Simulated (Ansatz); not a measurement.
Fields on a plane of HgS (cinnabar type, space group P3_221)

```yaml
crystal:
  lattice:
    - [4.46492, 0.00000, 0.00000]
    - [-2.23246, 3.86673, 0.00000]
    - [0.00000, 0.00000, 9.75823]
  atoms:
    - { symbol: Hg, position: [0.76921, 0.00000, 0.66667] }
    - { symbol: Hg, position: [0.00000, 0.76921, 0.33333] }
    - { symbol: Hg, position: [0.23079, 0.23079, 0.00000] }
    - { symbol: S, position: [0.44688, 0.00000, 0.16667] }
    - { symbol: S, position: [0.00000, 0.44688, 0.83333] }
    - { symbol: S, position: [0.55312, 0.55312, 0.50000] }
```

The slice is a (1 -1 0 0) plane (indices of the conventional cell) through the point (0.769, 0.000, 0.667) (fractional), spanned by u = [110] and v = [001] in vectors of this cell: u (4.46 Å) and v (9.76 Å, at 90° to u). It covers one period; positions are fractions (u, v).

Atoms on it: Hg at (0.00, 0.00). Other atoms lie within 1 Å of the plane.

Computed with PBE (plane waves to 420 eV, PAW, scalar-relativistic; Ansatz, an electronic-structure program). k mesh 9×9×4. Near the nuclei the fields are pseudised (PAW); where an atom keeps semicore shells as valence, they peak there. HgS was relaxed with its symmetry unable to fall. Spin-orbit coupling is left out, though Hg is heavy. The relaxed volume of HgS is well above the measured one; the method has no dispersion term.

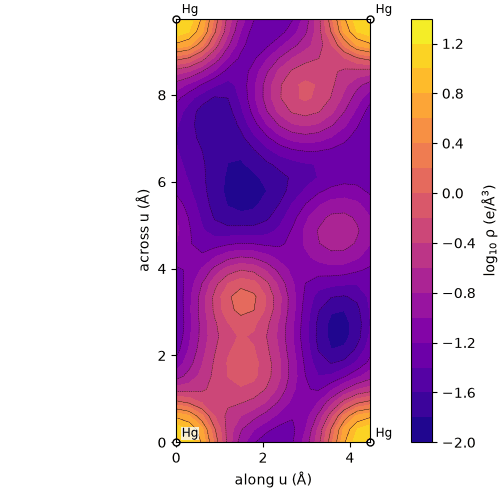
Figure: Log₁₀ of the valence density in e/Å³, one period of the plane, atoms marked. The scale is logarithmic, as a density can span decades between atoms and voids.

```
|xxxx:#@@@%*:xxx|
|xxx =#@@%#*- xx|
|xx -#%@%#+--. x|
|:-+#%@@#+.x :-:|
|##%%@@@#-xxx:+*|
|%%@@@@@%=xxx-*%|
|@@@@@@@%*=:-*%@|
|@@@@@@@@%###%@@|
|@@@@@@@@@@@@@@@|
|%%@@@@@@@@@@@@@|
|%%@@@@@@@@@@@@%|
|%@@@@@@@@@@@@@%|
|@@@@@@@@@@@@%%%|
|%@@@@@@@@@@%%%%|
|%@@@@@@@@@@%##%|
|%@@@@@@@@@@%###|
|%@%%%#%%@@@%%#%|
|%%%*+++*%@@@@%%|
|@%*=.  -*%@@@@@|
|%#+. x  =#%@@@@|
|%#= xxx :*%@@@@|
|%#= xxx :*%@@@@|
|@%+.    =#%@@@@|
|@%*-   :+%@@@@@|
|@%*- x :*%@@@@@|
|%%+.xxx.*%@@@@@|
|#*= xxx.*@@@%%#|
|::-.xxx=#@@%#+-|
|xx .::=#@@@#- x|
|xxx -*#@@@%+ xx|
|xxxx:#%@@@#:xxx|
|xxxx.#@@@%*.xxx|
```
Scale: ten equal steps from -2.00 (start of ' ') to 6.62 (end of '@'), in the order ' .:-=+*#%@'. Values: electrostatic potential energy of an electron, from the cell's mean, in eV. The map has 15 points along u (one character each, u = 0 at the left) and 32 along v (v = 0 in the bottom row). Points within 1 Å of a nucleus are blanked (x), as the pseudised field means little there. Values under -2 eV are set to -2. The zero, the cell's mean, hangs on the PAW cores.
